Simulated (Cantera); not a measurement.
Charge: 1 mol PbO, 0.64 mol H₂, held at 41.0 Pa.

Cantera equilibrium calculation (NASA polynomials, part measured and part estimated; ideal gas, pure solids and liquids). Candidate condensed phases: H₂O, Pb, PbO, PbO₂, Pb₃O₄; 12 gas species. Mutual solubility and eutectic melting of coexisting phases are not modelled. Kinetics and transport are ignored.

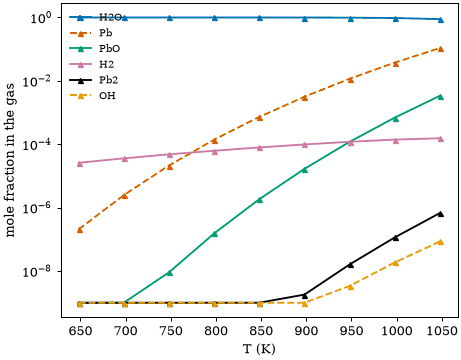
Figure: Equilibrium gas composition (values under 1e-9 drawn at 1e-9)

From 648 K to 748 K the condensed part is Pb(l) + PbO(red). From 798 K to 1048 K the condensed part is Pb(l) + PbO(yellow). The main Pb-bearing gas is Pb throughout.
